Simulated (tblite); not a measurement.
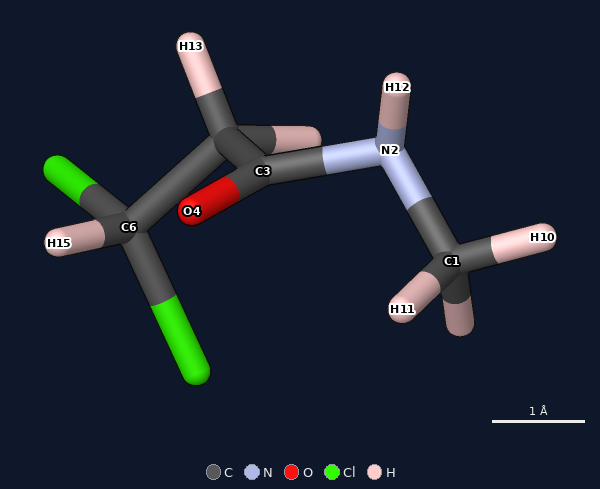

The input geometry (stick view, seen at a tilt; atoms are numbered from 1 in the order of the input). Bond lengths as drawn: C–C 1.52 Å, C–Cl 1.78 Å, C–H 1.09 Å, C–N 1.43 to 1.47 Å, C–O 1.20 Å and H–N 1.02 Å.

# Run report: C4H7Cl2NO, saddle-point search

- system: C4H7Cl2NO, SMILES CNC(=O)CC(Cl)Cl
- method: GFN2-xTB saddle search (eigenvector following) and harmonic vibrations, gas phase (tblite 0.8.0)

## The program's output
```
step      E/eV     max force
  0    -767.46488   0.1259
  1    -767.47297   0.1111
  2    -767.47554   0.1397
  3    -767.47549   0.1337
  4    -767.47623   0.1508
  5    -767.47562   0.2075
  6    -767.47779   0.0072
  7    -767.47790   0.0077
  8    -767.47793   0.0037
lowest wavenumbers (cm-1): -184.5 28.2 47.7 122.2 189.9 217.3
```

## Trajectory as extended XYZ (Å, eV, eV/Å), 9 frames, from step=0 to step=8
```
15
Properties=species:S:1:pos:R:3:forces:R:3 step=0 energy=-767.46488
C    -2.0767   -0.3731   -0.9326    0.0160   0.0000   0.0230
N    -1.1062   -1.0725   -0.0842   -0.0180  -0.0130  -0.0080
C    -0.2933   -0.1530    0.6452    0.0410  -0.0030  -0.1190
O    -0.7171    0.6795    1.3949   -0.0200   0.0210   0.0330
C     1.1887   -0.3355    0.3517   -0.0100  -0.0210  -0.0060
C     1.9000    1.0051    0.3798   -0.0010  -0.0390   0.0050
Cl    3.6616    0.7934    0.4794    0.0280  -0.0100   0.0180
Cl    1.5107    1.9220   -1.0915   -0.0390   0.0280  -0.0390
H    -1.5390    0.0799   -1.7652    0.0100   0.0060   0.0290
H    -2.7848   -1.0991   -1.3220    0.0170  -0.0260  -0.0260
H    -2.6219    0.4081   -0.3932   -0.0170   0.0130  -0.0050
H    -1.6242   -1.6446    0.5795    0.0070   0.0080   0.0300
H     1.5970   -0.9820    1.1328    0.0140   0.0160   0.0300
H     1.3231   -0.8409   -0.6055   -0.0470   0.0410   0.0150
H     1.5822    1.6126    1.2307    0.0190  -0.0220   0.0220
15
Properties=species:S:1:pos:R:3:forces:R:3 step=1 energy=-767.47297
C    -2.0853   -0.4038   -0.9369   -0.0280  -0.0100   0.0080
N    -1.1128   -1.0652   -0.0619   -0.0220   0.0260   0.0260
C    -0.2999   -0.1123    0.6254   -0.0260   0.0520   0.0110
O    -0.7236    0.7581    1.3335    0.0310  -0.0830  -0.0670
C     1.1799   -0.3226    0.3449   -0.0020   0.0100   0.0140
C     1.9246    0.9982    0.3996    0.0000   0.0100   0.0130
Cl    3.6846    0.7366    0.4260   -0.0410   0.0100  -0.0010
Cl    1.4967    1.9836   -1.0211    0.0130  -0.0170   0.0320
H    -1.5375    0.0783   -1.7466   -0.0170  -0.0040   0.0260
H    -2.7431   -1.1629   -1.3571    0.0480   0.0380   0.0180
H    -2.6860    0.3516   -0.4154    0.0240  -0.0420  -0.0320
H    -1.6250   -1.6130    0.6275    0.0130   0.0180  -0.0070
H     1.5692   -0.9935    1.1164   -0.0030   0.0150  -0.0040
H     1.3024   -0.8120   -0.6216   -0.0150   0.0200   0.0090
H     1.6556    1.5790    1.2874    0.0260  -0.0420  -0.0470
15
Properties=species:S:1:pos:R:3:forces:R:3 step=2 energy=-767.47554
C    -2.1032   -0.4385   -0.9320   -0.0400  -0.0190   0.0230
N    -1.1202   -1.0593   -0.0393   -0.0250   0.0580   0.0520
C    -0.3044   -0.0753    0.6029   -0.0520   0.0350   0.0450
O    -0.7236    0.8201    1.2821    0.0320  -0.1020  -0.0900
C     1.1706   -0.3017    0.3176    0.0310   0.0030   0.0230
C     1.9507    0.9973    0.4178   -0.0290  -0.0340  -0.0210
Cl    3.7011    0.6869    0.4521   -0.0120   0.0000  -0.0090
Cl    1.5623    2.0381   -0.9746    0.0110  -0.0250   0.0300
H    -1.5606    0.0644   -1.7320   -0.0180  -0.0100   0.0090
H    -2.7204   -1.2268   -1.3627    0.0520   0.0630   0.0360
H    -2.7449    0.2943   -0.4255    0.0460  -0.0620  -0.0360
H    -1.6223   -1.5841    0.6763    0.0250   0.0350  -0.0400
H     1.5432   -1.0124    1.0640   -0.0220   0.0480  -0.0490
H     1.2791   -0.7608   -0.6664    0.0050   0.0270   0.0340
H     1.6926    1.5579    1.3196   -0.0050  -0.0180  -0.0060
15
Properties=species:S:1:pos:R:3:forces:R:3 step=3 energy=-767.47549
C    -2.1123   -0.4676   -0.9350    0.0950  -0.0140   0.0700
N    -1.1226   -1.0552   -0.0272    0.0020   0.0340   0.0130
C    -0.3076   -0.0511    0.5834   -0.0350   0.0240   0.0280
O    -0.7274    0.8599    1.2401    0.0210  -0.0660  -0.0580
C     1.1654   -0.2845    0.2982    0.0350   0.0120   0.0220
C     1.9653    0.9979    0.4416   -0.0150   0.0090   0.0070
Cl    3.7121    0.6520    0.4519   -0.0610   0.0250  -0.0110
Cl    1.5854    2.0981   -0.9102    0.0330  -0.0650   0.0790
H    -1.5852   -0.0127   -1.7699    0.0730   0.0180  -0.0410
H    -2.7447   -1.2621   -1.3119   -0.0700  -0.1070  -0.0390
H    -2.7301    0.2946   -0.4575   -0.0820   0.0790   0.0670
H    -1.6185   -1.5599    0.7062    0.0100   0.0330  -0.0350
H     1.5246   -1.0250    1.0214   -0.0190   0.0430  -0.0500
H     1.2716   -0.7137   -0.6997    0.0040   0.0250   0.0390
H     1.7241    1.5292    1.3686    0.0110  -0.0500  -0.0890
15
Properties=species:S:1:pos:R:3:forces:R:3 step=4 energy=-767.47623
C    -2.1282   -0.4943   -0.9248   -0.0780  -0.0470  -0.0030
N    -1.1290   -1.0455   -0.0061   -0.0350   0.0290   0.0360
C    -0.3083   -0.0230    0.5655   -0.0160  -0.0220   0.0010
O    -0.7202    0.9028    1.2044   -0.0020  -0.0130  -0.0180
C     1.1599   -0.2660    0.2659    0.0570  -0.0430   0.0010
C     1.9836    0.9955    0.4556   -0.0320  -0.0800  -0.0770
Cl    3.7201    0.6220    0.5071    0.0200  -0.0240  -0.0030
Cl    1.6682    2.1276   -0.8800   -0.0130   0.0000   0.0020
H    -1.6004   -0.0263   -1.7557   -0.0280  -0.0080   0.0190
H    -2.7278   -1.3230   -1.3074    0.0700   0.1250   0.0470
H    -2.7880    0.2512   -0.4586    0.0900  -0.0920  -0.0430
H    -1.6195   -1.5267    0.7470    0.0260   0.0290  -0.0330
H     1.5082   -1.0451    0.9551   -0.0310   0.0760  -0.0660
H     1.2542   -0.6585   -0.7497    0.0030   0.0330   0.0730
H     1.7272    1.5094    1.3817   -0.0320   0.0370   0.0660
15
Properties=species:S:1:pos:R:3:forces:R:3 step=5 energy=-767.47562
C    -2.1330   -0.5274   -0.9214    0.0740   0.0290  -0.0060
N    -1.1322   -1.0487    0.0118    0.0330   0.0520   0.0730
C    -0.3131   -0.0001    0.5422   -0.0790   0.0920   0.0540
O    -0.7265    0.9472    1.1519    0.0440  -0.1770  -0.0990
C     1.1518   -0.2457    0.2372    0.0340   0.0350   0.0260
C     1.9939    0.9953    0.4739   -0.0010   0.0100   0.0200
Cl    3.7255    0.5758    0.5225   -0.0670   0.0310  -0.0210
Cl    1.7076    2.1878   -0.8203    0.0180  -0.0860   0.0790
H    -1.6130   -0.0939   -1.7763   -0.0010  -0.0230   0.0370
H    -2.7455   -1.3545   -1.2654   -0.0290  -0.0610  -0.0160
H    -2.7719    0.2381   -0.4741   -0.0560   0.0600   0.0100
H    -1.6207   -1.4995    0.7857    0.0290   0.0410  -0.0620
H     1.4881   -1.0507    0.8978   -0.0070   0.0110  -0.0250
H     1.2446   -0.6046   -0.7894    0.0010   0.0200   0.0270
H     1.7447    1.4807    1.4238    0.0070  -0.0360  -0.0990
15
Properties=species:S:1:pos:R:3:forces:R:3 step=6 energy=-767.47779
C    -2.1291   -0.5134   -0.9239    0.0010  -0.0010   0.0000
N    -1.1291   -1.0451    0.0039    0.0000   0.0030   0.0020
C    -0.3112   -0.0081    0.5503   -0.0010  -0.0010   0.0000
O    -0.7261    0.9329    1.1644   -0.0010  -0.0020   0.0010
C     1.1559   -0.2553    0.2538    0.0030   0.0000   0.0010
C     1.9889    0.9927    0.4697    0.0010  -0.0020  -0.0030
Cl    3.7228    0.5963    0.4994   -0.0050   0.0010  -0.0010
Cl    1.6748    2.1626   -0.8328    0.0000  -0.0060   0.0040
H    -1.6054   -0.0752   -1.7725    0.0000   0.0000   0.0010
H    -2.7409   -1.3403   -1.2761    0.0000   0.0010   0.0000
H    -2.7717    0.2507   -0.4737    0.0000   0.0000   0.0000
H    -1.6174   -1.5080    0.7682    0.0020   0.0010  -0.0040
H     1.4945   -1.0501    0.9242   -0.0010   0.0030  -0.0020
H     1.2512   -0.6259   -0.7677    0.0000   0.0010   0.0030
H     1.7428    1.4863    1.4127    0.0000   0.0010  -0.0020
15
Properties=species:S:1:pos:R:3:forces:R:3 step=7 energy=-767.47790
C    -2.1254   -0.5044   -0.9258    0.0000  -0.0010   0.0000
N    -1.1283   -1.0466   -0.0009   -0.0010   0.0040   0.0030
C    -0.3106   -0.0158    0.5573   -0.0040   0.0020   0.0010
O    -0.7261    0.9204    1.1784    0.0010  -0.0070  -0.0030
C     1.1575   -0.2613    0.2629    0.0050  -0.0010   0.0010
C     1.9846    0.9932    0.4639   -0.0020  -0.0020  -0.0020
Cl    3.7208    0.6074    0.4880   -0.0030   0.0010  -0.0010
Cl    1.6566    2.1491   -0.8479    0.0010  -0.0050   0.0050
H    -1.5990   -0.0590   -1.7692   -0.0010  -0.0010   0.0030
H    -2.7379   -1.3270   -1.2873    0.0020   0.0030   0.0010
H    -2.7677    0.2566   -0.4698    0.0010  -0.0010  -0.0010
H    -1.6188   -1.5169    0.7574    0.0020   0.0030  -0.0040
H     1.4998   -1.0460    0.9435   -0.0020   0.0060  -0.0040
H     1.2543   -0.6436   -0.7541    0.0000   0.0020   0.0060
H     1.7403    1.4941    1.4036    0.0000  -0.0010  -0.0040
15
Properties=species:S:1:pos:R:3:forces:R:3 step=8 energy=-767.47793
C    -2.1233   -0.4986   -0.9266    0.0000  -0.0010  -0.0010
N    -1.1277   -1.0474   -0.0040    0.0000   0.0020   0.0010
C    -0.3102   -0.0206    0.5614   -0.0010   0.0010   0.0010
O    -0.7260    0.9125    1.1869    0.0010  -0.0020  -0.0010
C     1.1585   -0.2650    0.2683    0.0020  -0.0010   0.0000
C     1.9817    0.9934    0.4599   -0.0010  -0.0010  -0.0010
Cl    3.7192    0.6138    0.4825   -0.0010   0.0000   0.0000
Cl    1.6468    2.1396   -0.8583    0.0000  -0.0020   0.0010
H    -1.5955   -0.0470   -1.7656   -0.0010  -0.0010   0.0020
H    -2.7348   -1.3187   -1.2951    0.0010   0.0020   0.0010
H    -2.7666    0.2588   -0.4662    0.0010  -0.0010  -0.0010
H    -1.6193   -1.5224    0.7505    0.0010   0.0010  -0.0020
H     1.5032   -1.0430    0.9552   -0.0010   0.0030  -0.0020
H     1.2564   -0.6545   -0.7457    0.0000   0.0010   0.0020
H     1.7376    1.4993    1.3968    0.0000  -0.0010  -0.0010
```

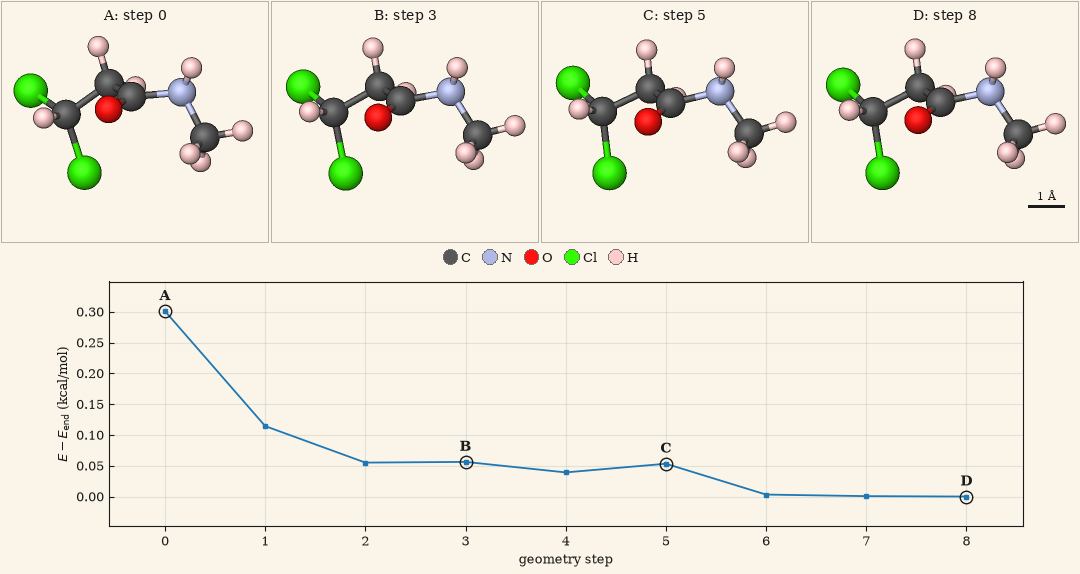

Frames of the saddle-point search (ball-and-stick view, seen at a tilt) above the curves, on which the letters mark them (steps are counted from 0).

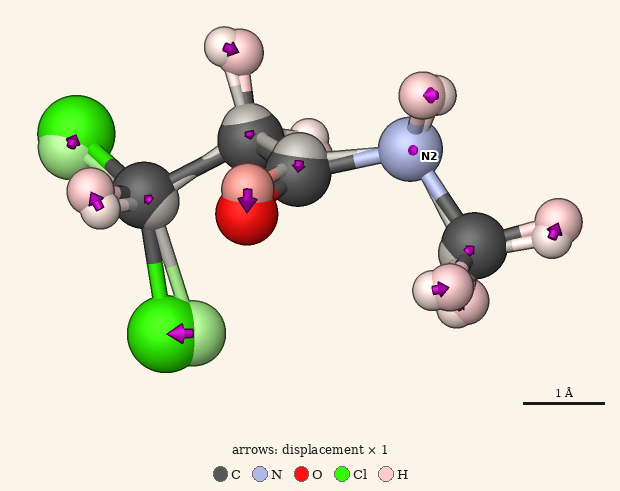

Start (faint) and end (solid) with the displacements as pink arrows, at true length (ball-and-stick view, seen at a tilt). The two geometries are laid on each other by the best rigid fit. Over 8 geometry steps the energy falls by 0.30 kcal/mol. Largest force component: 0.12 eV/Å at the start, 0.003 eV/Å at the end. The atom that moves furthest after the best rigid fit is Cl8 (0.35 Å). Largest moves by element: Cl 0.35 Å, O 0.31 Å, H 0.25 Å, C 0.16 Å, N 0.09 Å. Among the contacts that change: C3–C5 1.522 → 1.517 Å. (Atoms are counted from 1 in the order of the input.)

The run was set up as follows.

## Input file
```
{"job": {"xc": "GFN2-xTB", "basis": "xTB", "kind": "saddle"}, "charge": 0, "multiplicity": 1}
C     -2.076679    -0.373130    -0.932630
N     -1.106167    -1.072463    -0.084181
C     -0.293304    -0.153043     0.645211
O     -0.717084     0.679524     1.394946
C      1.188666    -0.335452     0.351670
C      1.900018     1.005115     0.379827
Cl     3.661573     0.793432     0.479436
Cl     1.510706     1.922026    -1.091484
H     -1.539018     0.079867    -1.765157
H     -2.784843    -1.099101    -1.321981
H     -2.621934     0.408146    -0.393230
H     -1.624220    -1.644584     0.579508
H      1.597025    -0.982037     1.132832
H      1.323064    -0.840853    -0.605498
H      1.582197     1.612552     1.230730
```

The first line tells a small driver script what to run in tblite; the rest is the geometry in Å.

Launch command:
```bash
OMP_NUM_THREADS=1 python <driver script> task.json out
```

## Key numbers

```csv
quantity,value
outcome,converged
total energy,−767.4779 eV
point group,C1
hardware,"1 CPU thread, shared host"
wall time,4.4 s
peak memory,0.2 GiB
```
